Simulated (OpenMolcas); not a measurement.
## SiH$_{3}$ (charge −1): energy and gradient calculation (part 2 of 2)

Continued. System: SiH$_{3}$, charge −1. Method: O3LYP/ANO-S-VDZP, RKS (OpenMolcas 26.06). The geometry comes from this level: PBE0-D4/def2-TZVPD.

Geometry of the input (Å):
```
Si 0.5397  -0.0507  -0.3009
H  0.4266  0.6223  1.0859
H  -0.2985  -1.2837  0.1068
H  -0.6678  0.7122  -0.8918
```

The program's output, continued:
```
::    Total KS-DFT energy                            -291.2635240186
      One-electron energy                            -456.7614629771
      Two-electron energy                             150.4169552804
      Nuclear repulsion energy                         15.0809836781
      Kinetic energy (interpolated)                   290.4757825177
      Virial theorem                                    1.0027119008
      Total spin, S(S+1)                                0.0000000000
      Total spin, S                                     0.0000000000
      Max non-diagonal density matrix element           0.0000003363
      Max non-diagonal Fock matrix element              0.0000000171

      All orbitals with orbital energies smaller than  E(LUMO)+0.5 are printed

++    Molecular orbitals:
      -------------------

      Title: RKS-DFT orbitals

      Molecular orbitals for symmetry species 1: a

      Basis set list:
        1 SI1    1s                 10 SI1    4py                19 H2     1s                 28 H3     2pz
        2 SI1    2s                 11 SI1    2pz                20 H2     2s                 29 H4     1s
        3 SI1    3s                 12 SI1    3pz                21 H2     2px                30 H4     2s
        4 SI1    4s                 13 SI1    4pz                22 H2     2py                31 H4     2px
        5 SI1    2px                14 SI1    3d2-               23 H2     2pz                32 H4     2py
        6 SI1    3px                15 SI1    3d1-               24 H3     1s                 33 H4     2pz
        7 SI1    4px                16 SI1    3d0                25 H3     2s
        8 SI1    2py                17 SI1    3d1+               26 H3     2px
        9 SI1    3py                18 SI1    3d2+               27 H3     2py

  Index Energy  Occupation Coefficients ...

    1  -65.5561    2.0000          1 SI1    1s     ( 0.999),

    2   -4.9557    2.0000          2 SI1    2s     ( 0.998),

    3   -3.3279    2.0000          8 SI1    2py    (-0.515),    11 SI1    2pz    ( 0.768),

    4   -3.3279    2.0000          8 SI1    2py    ( 0.853),

    5   -3.3248    2.0000          5 SI1    2px    (-0.870),    11 SI1    2pz    ( 0.485),

    6   -0.2543    2.0000          3 SI1    3s     ( 0.583),

    7   -0.0752    2.0000          9 SI1    3py    ( 0.335),    12 SI1    3pz    ( 0.275),    19 H2     1s     ( 0.501),    24 H3     1s     (-0.390),

    8   -0.0752    2.0000          9 SI1    3py    ( 0.329),    12 SI1    3pz    (-0.307),    24 H3     1s     (-0.353),    29 H4     1s     ( 0.514),

    9    0.0321    2.0000          3 SI1    3s     (-0.561),     6 SI1    3px    (-0.658),    12 SI1    3pz    ( 0.367),

   10    0.2162    0.0000          9 SI1    3py    (-0.877),    10 SI1    4py    (-0.621),    12 SI1    3pz    ( 0.700),    13 SI1    4pz    ( 0.496),
                                  24 H3     1s     (-0.708),    29 H4     1s     ( 0.939),

   11    0.2162    0.0000          6 SI1    3px    ( 0.481),     9 SI1    3py    ( 0.761),    10 SI1    4py    ( 0.539),    12 SI1    3pz    ( 0.739),
                                  13 SI1    4pz    ( 0.523),    19 H2     1s     (-0.953),    24 H3     1s     ( 0.667),

   12    0.2186    0.0000          3 SI1    3s     (-1.940),

   13    0.2887    0.0000          7 SI1    4px    ( 0.858),    13 SI1    4pz    (-0.478),

   14    0.3125    0.0000          9 SI1    3py    (-0.663),    10 SI1    4py    ( 0.586),    24 H3     1s     (-0.547),    25 H3     2s     (-0.360),
                                  29 H4     1s     ( 0.390),

   15    0.3125    0.0000          6 SI1    3px    ( 0.333),     7 SI1    4px    (-0.295),    12 SI1    3pz    ( 0.575),    13 SI1    4pz    (-0.508),
                                  19 H2     1s     (-0.541),    20 H2     2s     (-0.356),    29 H4     1s     ( 0.407),

   16    0.4528    0.0000         17 SI1    3d1+   ( 0.622),    18 SI1    3d2+   (-0.551),

   17    0.4541    0.0000         14 SI1    3d2-   ( 0.479),    17 SI1    3d1+   ( 0.371),    18 SI1    3d2+   ( 0.580),

   18    0.4541    0.0000         15 SI1    3d1-   ( 0.638),    16 SI1    3d0    (-0.552),

   19    0.6454    0.0000          6 SI1    3px    ( 0.468),    12 SI1    3pz    (-0.260),    19 H2     1s     ( 0.473),    20 H2     2s     (-0.328),
                                  24 H3     1s     ( 0.473),    25 H3     2s     (-0.328),    29 H4     1s     ( 0.474),    30 H4     2s     (-0.327),

   20    0.6704    0.0000          9 SI1    3py    (-1.339),    14 SI1    3d2-   ( 1.055),    24 H3     1s     (-1.780),    25 H3     2s     (-1.416),
                                  29 H4     1s     ( 1.782),    30 H4     2s     ( 1.418),

   21    0.6704    0.0000         12 SI1    3pz    ( 1.146),    19 H2     1s     (-2.057),    20 H2     2s     (-1.636),    24 H3     1s     ( 1.030),

   22    0.6923    0.0000          3 SI1    3s     (-2.872),     4 SI1    4s     (-2.555),

--

++    Molecular charges:
      ------------------

      Mulliken charges per centre and basis function type
      ---------------------------------------------------

                SI1     H2      H3      H4
      1s       2.0000  1.1050  1.1051  1.1051
      2s       1.9988 -0.0049 -0.0049 -0.0049
      2px      2.0002  0.0059  0.0083  0.0110
      2pz      2.0004  0.0104  0.0043  0.0049
      2py      2.0005  0.0043  0.0081  0.0048
      3s       1.4530  0.0000  0.0000  0.0000
      3px      1.2700  0.0000  0.0000  0.0000
      3pz      0.9387  0.0000  0.0000  0.0000
      3py      0.7934  0.0000  0.0000  0.0000
      4s      -0.0161  0.0000  0.0000  0.0000
      3d2+     0.0124  0.0000  0.0000  0.0000
      3d1+     0.0204  0.0000  0.0000  0.0000
      3d0      0.0442  0.0000  0.0000  0.0000
      3d1-     0.0404  0.0000  0.0000  0.0000
      3d2-     0.0614  0.0000  0.0000  0.0000
      4px      0.0163  0.0000  0.0000  0.0000
      4pz      0.0043  0.0000  0.0000  0.0000
      4py     -0.0009  0.0000  0.0000  0.0000
      Total   14.6376  1.1208  1.1208  1.1208

      N-E     -0.6376 -0.1208 -0.1208 -0.1208

      Total electronic charge=   18.000000

      Total            charge=   -1.000000
--

++    Static properties:
      ------------------

      LoProp Charges per center

                   SI1      H2       H3       H4
      Nuclear     14.0000   1.0000   1.0000   1.0000
      Electronic -14.6028  -1.1324  -1.1324  -1.1324

      Total       -0.6028  -0.1324  -0.1324  -0.1324
--

++    Natural Bond Order analysis
      ---------------------------
      Based on LoProp computed density
      -------------------------------------------------------------------------------------
      Atom A       Atom B       Bond Order
      -------------------------------------------------------------------------------------
      NBO located      1.000 non-bonded electrons on atom SI1
      NBO located      0.999 non-bonded electrons on atom SI1
      NBO located      0.997 non-bonded electrons on atom SI1
      NBO located      0.998 non-bonded electrons on atom SI1
      NBO located      0.998 non-bonded electrons on atom SI1
      The remaining    5.165 electrons are to be considered as diffuse
--

++    Molecular properties:
      ---------------------

      Charge (e):
                      =   -1.0000
      Dipole Moment (debye):
      Origin of the operator (angstrom)=    0.4695   -0.0441   -0.2618
                   X= -1.3940E-01               Y=  1.3393E-02               Z=  7.8086E-02           Total=  1.6034E-01
      Center of Charge (angstrom)
                     X=    0.49854017               Y=   -0.04689211               Z=   -0.27802802
      Quadrupole Moment (debye*angstrom):
      Origin of the operator (angstrom)=    0.4695   -0.0441   -0.2618
                  XX= -2.6122E+01              XY=  3.4527E-01              XZ=  2.0453E+00              YY= -2.2487E+01
                  YZ= -1.9215E-01              ZZ= -2.3594E+01
      In traceless form (debye*angstrom)
                  XX= -3.0813E+00              XY=  5.1790E-01              XZ=  3.0679E+00              YY=  2.3714E+00
                  YZ= -2.8823E-01              ZZ=  7.0985E-01
--

--- Stop Module: scf /rc=_RC_ALL_IS_WELL_ ---
--- Module scf spent 2 seconds ---

--- Start Module: alaska ---

                                              &ALASKA

                       available to each process: 1.9 GB of memory, 1 thread

                     Threshold for contributions to the gradient: 1.000E-07

                    ********************************************
                    * Symmetry Adapted Cartesian Displacements *
                    ********************************************

           Irreducible representation : a
           Basis function(s) of irrep: x, y, xy, Rz, z, xz, Ry, yz, Rx, I

 Basis Label        Type   Center Phase
   1   SI1          x         1     1
   2   SI1          y         1     1
   3   SI1          z         1     1
   4   H2           x         2     1
   5   H2           y         2     1
   6   H2           z         2     1
   7   H3           x         3     1
   8   H3           y         3     1
   9   H3           z         3     1
  10   H4           x         4     1
  11   H4           y         4     1
  12   H4           z         4     1

                     No automatic utilization of translational and rotational invariance of the energy is employed.

 Rotational correction to the DFT gradient is turned off due to close-to-degeneracy problems!

 DFT contribution computed for a moving grid.

 RI-ERI gradients!

 **************************************************
 *              Molecular gradients               *
 **************************************************

  Irreducible representation: a
 ------------------------------------------------------------------------------------------
                              X                       Y                       Z
 ------------------------------------------------------------------------------------------
  SI1              -4.01243816646923E-03    4.36450369192043E-04    2.31080583901999E-03
  H2               -8.32027313326933E-05   -1.56790182972233E-03   -3.09511597056433E-03
  H3                1.61989347406233E-03    2.92298852263295E-03   -7.81095116221930E-04
  H4                2.47574742376244E-03   -1.79153706209689E-03    1.56540524776827E-03
 ------------------------------------------------------------------------------------------

--- Stop Module: alaska /rc=_RC_ALL_IS_WELL_ ---

.##################.
.# Happy landing! #.
.##################.

    Timing: Wall=3.72 User=3.08 System=0.63
```

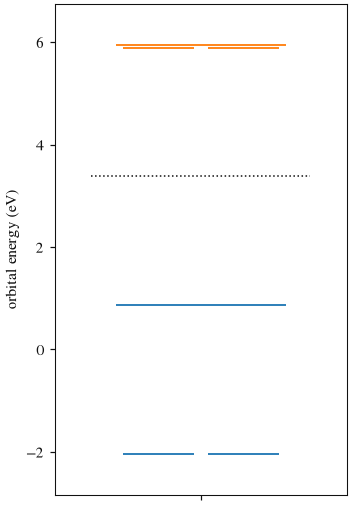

**Figure 1.** Orbital energies near the frontier; the dotted line parts filled from empty levels, and levels within 0.02 eV of each other stand side by side. Highest filled 0.87 eV, lowest empty 5.88 eV, 5.01 eV apart.

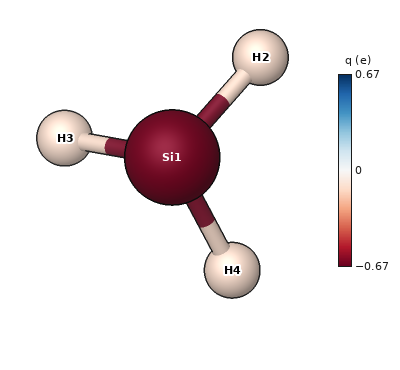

**Figure 2.** Mulliken charges, as the colour of each atom (ball-and-stick view, seen at a tilt; atoms are numbered from 1 in the order of the input). By element: Si −0.64 and H −0.12 e.
